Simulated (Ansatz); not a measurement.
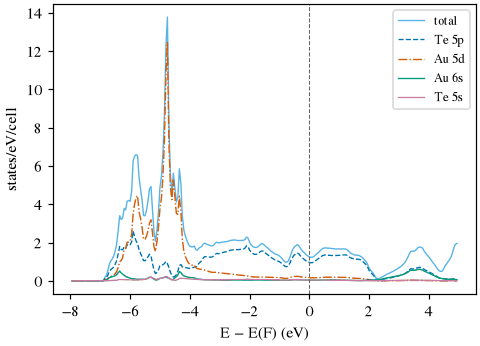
*Total and projected density of states of Te2Au in space group C2/m (No. 12; Au on 2a, Te on 4i), DFT-r²SCAN in the program Ansatz with PAW potentials*

### Question
Which orbitals carry the states next to the Fermi level?

### Answer
Within 0.5 eV of the Fermi level: Te 5p 77 %, Au 5d 12 %. Projections are on Löwdin-orthogonalised atomic valence shells; empty p or d shells of many metals are not among them.

### Question
Where is the tallest occupied peak in this window, and what makes it?

### Answer
Near -4.8 eV, about 14 states/eV per cell; the largest projected share is Au 5d.

The workflow started from an entry of the Crystallography Open Database (COD), which files this formula under 3 space groups. Whether it is the stable phase at ambient conditions was not checked. The cell was relaxed with r²SCAN under the symmetry of its start; its stability against distortions is not shown here. With an odd number of electrons in the cell and no spin polarisation, the count alone makes it a metal. Scalar-relativistic: spin–orbit coupling is off unless named, which matters more the heavier the elements.

Potentials: the later of the program's two PAW sets.
